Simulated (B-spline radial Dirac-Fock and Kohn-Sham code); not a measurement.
Pt²⁺ in the configuration [Xe] 4f14 5d7 6p1, which is not the ground configuration. The calculation used the impulse approximation on the Dirac–Fock momentum density (average of configuration) (a B-spline radial code).

Before looking at the plot, say what to expect. Its caption: The total Compton profile J(pz).

J(0) = 8.49 a.u.⁻¹; the profile falls to half at pz ≈ 2.3 a.u. and is 4.67 at 2 a.u. and 2.86 at 4 a.u. Its area over all pz is the number of electrons, 76.

The result:

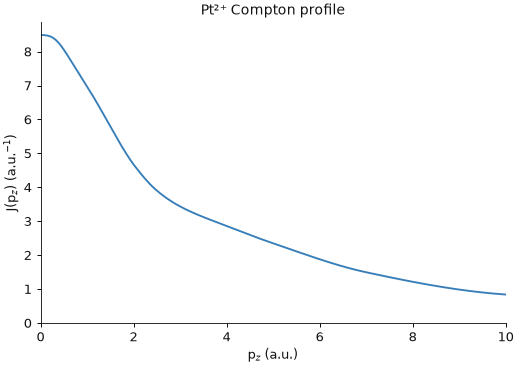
